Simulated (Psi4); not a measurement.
**U-r2SCAN/cc-pVTZ run of [CF2]+ (SMILES F[C+]F)**

What is the energy change on altering one bond length of [CF2]+ at U-r2SCAN/cc-pVTZ? 

The results are computed with Psi4 1.11.

1 further run of the same task is left out (it didn't finish).

### Step 1. The molecule

[CF2]+: 3 atoms, total charge +1, spin state doublet. SMILES: `F[C+]F`. Geometry: relaxed at PBE0-D4/def2-TZVP.

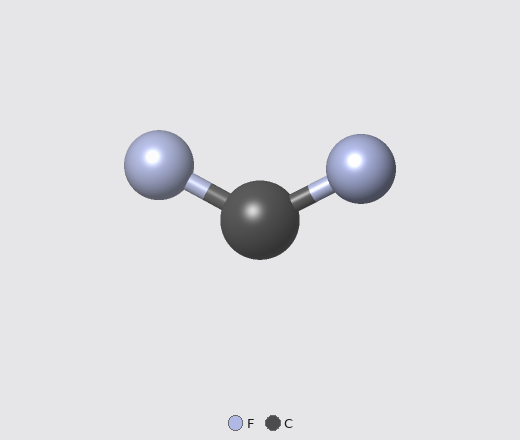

The structure, seen from a chosen angle (fluorine light blue, carbon dark grey).

### Step 2. Energy and forces at U-r2SCAN/cc-pVTZ

job.json reads:

```json
{
  "schema_name": "qcschema_input",
  "schema_version": 1,
  "molecule": {
    "schema_name": "qcschema_molecule",
    "schema_version": 2,
    "symbols": ["F", "C", "F"],
    "geometry": [0.71641407, 1.83866572, 0.5975125, 0.52101639, -0.41830977, 0.24050544, -1.23744936, -1.42035595, -0.83803684],
    "molecular_charge": 1,
    "molecular_multiplicity": 2,
    "fix_symmetry": "c1",
    "fix_com": true,
    "fix_orientation": true
  },
  "driver": "gradient",
  "model": {
    "method": "r2scan",
    "basis": "cc-pVTZ"
  },
  "keywords": {
    "reference": "uks",
    "puream": true,
    "e_convergence": 1e-09,
    "d_convergence": 1e-08,
    "scf_type": "pk",
    "dft_radial_points": 99,
    "dft_spherical_points": 590,
    "maxiter": 100,
    "scf_properties": ["WIBERG_LOWDIN_INDICES", "QUADRUPOLE", "DIPOLE"]
  }
}
```

Run with:

```
$ psi4 --qcschema job.json -n 1 --memory 2200MB
```

stdout:

```text
[...]
  Running in c1 symmetry.
[...]
  Nuclear repulsion =   67.033256852444921
[...]
  Multiplicity = 2
[...]
  Nalpha       = 12
  Nbeta        = 11
[...]
    Number of basis functions: 90
[...]
   @UKS iter   1:  -237.27021372657873    3.63941e-01   2.23203e-03 ADIIS/DIIS
[...]
   @UKS iter  12:  -237.28678580320690    1.98952e-13   2.52026e-09 DIIS
[...]
   @S^2 Observed:                7.546100331E-01
[...]
    Orbital Energies [Eh]
    ---------------------
    Alpha Occupied:
       1A    -24.960014     2A    -24.960012     3A    -10.670633
       4A     -1.700815     5A     -1.643994     6A     -1.032971
       7A     -0.960529     8A     -0.907521     9A     -0.903142
      10A     -0.810304    11A     -0.795713    12A     -0.653119
    Alpha Virtual:
      13A     -0.471517    14A     -0.180253    15A     -0.097614
      16A      0.010940    17A      0.021941    18A      0.028318
      19A      0.093343    20A      0.317395    21A      0.331068
      22A      0.350487    23A      0.411057    24A      0.441595
      25A      0.520944    26A      0.558078    27A      0.562232
[...]
  @UKS Final Energy:  -237.28678580320690
   => Energetics <=
    Nuclear Repulsion Energy =             67.0332568524449215
    One-Electron Energy =                -452.7251297982169262
    Two-Electron Energy =                 174.2516471944071839
    DFT Exchange-Correlation Energy =     -25.8465600518420828
    Empirical Dispersion Energy =           0.0000000000000000
    VV10 Nonlocal Energy =                  0.0000000000000000
    Total Energy =                       -237.2867858032068966
[...]
 Multipole Moments:
 ------------------------------------------------------------------------------------
     Multipole            Electronic (a.u.)      Nuclear  (a.u.)        Total (a.u.)
 ------------------------------------------------------------------------------------
 L = 1.  Multiply by 2.5417464519 to convert [e a0] to [Debye]
 Dipole X            :          1.7813152           -1.5632193            0.2180959
 Dipole Y            :         -1.4300402            1.2549293           -0.1751109
 Dipole Z            :          0.8223588           -0.7216864            0.1006724
 Magnitude           :                                                    0.2972618
 L = 2.  Multiply by 1.3450342976 to convert [e a0^2] to [Debye ang]
 Quadrupole XX       :        -28.7253405           20.0295188           -8.6958217
 Quadrupole XY       :        -25.8685922           26.3661035            0.4975113
[...]
  -Total Gradient:
     Atom            X                  Y                   Z
    ------   -----------------  -----------------  -----------------
       1       -0.000818125128    -0.010260681753    -0.001584397135
       2       -0.006929956601     0.005560804448    -0.003199301572
       3        0.008021110676     0.004480665478     0.004909732109
[...]
```

The result, in JSON:

```text
{
 "driver": "gradient",
 "model": {
  "method": "r2scan",
  "basis": "cc-pVTZ"
 },
 "success": true,
 "return_result": [-0.0008181251284421487, -0.010260681753102574, -0.001584397134714824, -0.006929956601187726, 0.005560804447575396, -0.003199301571605223, 0.008021110675578313, 0.004480665478316714, 0.00490973210886142],
 "properties": {
  "calcinfo_nbasis": 90,
  "calcinfo_nmo": 90,
  "calcinfo_nalpha": 12,
  "calcinfo_nbeta": 11,
  "calcinfo_natom": 3,
  "nuclear_repulsion_energy": 67.03325685244492,
  "return_energy": -237.2867858032069,
  "return_gradient": [-0.0008181251284421487, -0.010260681753102574, -0.001584397134714824, -0.006929956601187726, 0.005560804447575396, -0.003199301571605223, 0.008021110675578313, 0.004480665478316714, 0.00490973210886142],
  "scf_one_electron_energy": -452.7251297982169,
  "scf_two_electron_energy": 174.25164719440718,
  "scf_xc_energy": -25.846560051842083,
  "scf_dipole_moment": [0.2180958871533889, -0.17511088247559137, 0.10067235530922258],
  "scf_total_energy": -237.2867858032069,
  "scf_total_gradient": [-0.0008181251284421487, -0.010260681753102574, -0.001584397134714824, -0.006929956601187726, 0.005560804447575396, -0.003199301571605223, 0.008021110675578313, 0.004480665478316714, 0.00490973210886142],
  "scf_iterations": 12
 }
}
```

It took 65 s on 1 thread of Intel Xeon at 2.50GHz (Skylake/Cascade Lake), shared host; peak memory 1.3 GiB.

### Step 3. The distorted shape, same level

job.in reads:

```
memory 2200 mb

molecule m {
  1 2
  F      2.12321691     2.64031967     1.46036523
  C      1.92781922     0.38334417     1.10335817
  F     -1.23744936    -1.42035595    -0.83803684
  units bohr
  symmetry c1
}

set basis cc-pVTZ
set reference uks
set puream true
set e_convergence 1e-09
set d_convergence 1e-08
set scf_type pk
set dft_radial_points 99
set dft_spherical_points 590
set maxiter 100

e, wfn = gradient("r2scan", return_wfn=True)
oeprop(wfn, "MULLIKEN_CHARGES", "LOWDIN_CHARGES", "DIPOLE", title="R2SCAN")
print_variables()
```

Run with:

```
$ psi4 -n 1 job.in job.out
```

job.out (excerpt; [...] marks lines left out):

```text
[...]
  Running in c1 symmetry.
[...]
  Nuclear repulsion =   50.713379155896355
[...]
  Multiplicity = 2
[...]
  Nalpha       = 12
  Nbeta        = 11
[...]
    Number of basis functions: 90
[...]
   @UKS iter   1:  -237.04240925764503    2.80500e-03   4.19427e-03 DIIS/ADIIS
[...]
   @UKS iter  22:  -237.15242861951356   -1.86162e-11   5.19491e-09 DIIS
[...]
   @S^2 Observed:                7.550771805E-01
[...]
  @UKS Final Energy:  -237.15242861951356
   => Energetics <=
    Nuclear Repulsion Energy =             50.7133791558963551
    One-Electron Energy =                -421.3641310945308760
    Two-Electron Energy =                 159.1114731321858358
    DFT Exchange-Correlation Energy =     -25.6131498130648723
    Empirical Dispersion Energy =           0.0000000000000000
    VV10 Nonlocal Energy =                  0.0000000000000000
    Total Energy =                       -237.1524286195135574
[...]
  -Total Gradient:
     Atom            X                  Y                   Z
    ------   -----------------  -----------------  -----------------
       1        0.015482055515     0.058749092853     0.000000000000
       2       -0.011677877796    -0.053185868609    -0.000000000000
       3       -0.003793300357    -0.005904779129    -0.000000000000
[...]
 Multipole Moments:
 ------------------------------------------------------------------------------------
     Multipole            Electronic (a.u.)      Nuclear  (a.u.)        Total (a.u.)
 ------------------------------------------------------------------------------------
 L = 1.  Multiply by 2.5417464519 to convert [e a0] to [Debye]
 Dipole X            :          0.5041770            0.4032747            0.9074517
 Dipole Y            :          0.5069228           -0.0545637            0.4523591
 Dipole Z            :         -0.0000000           -0.0000000           -0.0000000
 Magnitude           :                                                    1.0139514
[...]
  Mulliken Charges: (a.u.)
   Center  Symbol    Alpha    Beta     Spin     Total
       1     F     4.36683  4.36729 -0.00046  0.26588
       2     C     2.69868  2.69012  0.00856  0.61120
       3     F     4.93449  3.94259  0.99190  0.12292
[...]
```

Run time: 82 s. Hardware: 1 thread of Intel Xeon at 2.50GHz (Skylake/Cascade Lake), shared host; peak memory 1.2 GiB.

### Step 4. Outcome

Level: U-r2SCAN/cc-pVTZ.

| quantity | value |
| --- | --- |
| first shape: total energy | -237.28679 Eh |
| first shape: HOMO energy (highest over α and β) | -17.77 eV |
| first shape: LUMO energy (lowest over α and β) | -13.48 eV |
| first shape: ⟨S²⟩ | 0.755 |
| first shape: largest force on an atom | 0.536 eV/Å |
| distorted shape: total energy | -237.15243 Eh |
| distorted shape: HOMO energy (highest over α and β) | -17.47 eV |
| distorted shape: LUMO energy (lowest over α and β) | -14.88 eV |
| distorted shape: ⟨S²⟩ | 0.755 |
| distorted shape: largest force on an atom | 3.124 eV/Å |
| energy change with the C2–F3 bond stretched from 1.214 to 2.185 Å | 3.656 eV |

What this shows: With the C2–F3 bond stretched from 1.214 to 2.185 Å the energy rises by 3.66 eV (84 kcal/mol). The first shape isn't relaxed at this level, so the change isn't measured from a minimum. The largest force (first shape) is 0.54 eV/Å: the shape isn't a stationary point for this species at this level. Mulliken charges (distorted shape) run from +0.12 on F3 to +0.61 on C2.
